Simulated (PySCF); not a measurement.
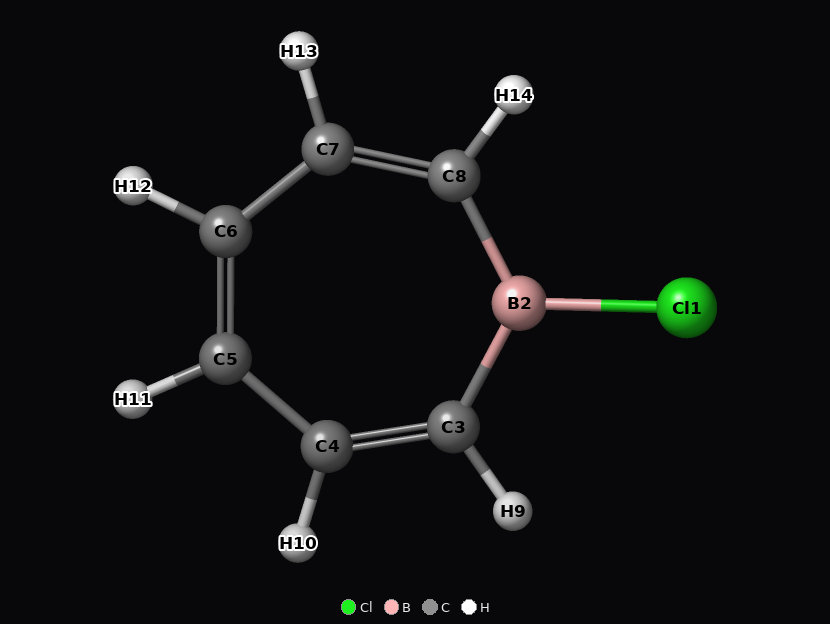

The geometry was computed by an optimisation with PBE0-D3(BJ)/def2-SVP. No frequency run is at hand to confirm it as a minimum. Properties computed with B3LYP/def2-TZVP indirect spin-spin coupling, non-relativistic, gas phase (PySCF 2.14.0). Isotopes: 11B, 13C, 1H.

Give the spin–spin coupling constants of these pairs, with the number of bonds between them: B2/C8, B2/C3, B2/C4, B2/H9, B2/C5, B2/H13, B2/H10.

```json
{"pair": "B2, C8", "bonds apart": "1", "J (Hz)": "79.6"}
{"pair": "B2, C3", "bonds apart": "1", "J (Hz)": "79.7"}
{"pair": "B2, C4", "bonds apart": "2", "J (Hz)": "5.3"}
{"pair": "B2, H9", "bonds apart": "2", "J (Hz)": "−3.5"}
{"pair": "B2, C5", "bonds apart": "3", "J (Hz)": "1.6"}
{"pair": "B2, H13", "bonds apart": "3", "J (Hz)": "11.4"}
{"pair": "B2, H10", "bonds apart": "3", "J (Hz)": "11.4"}
```
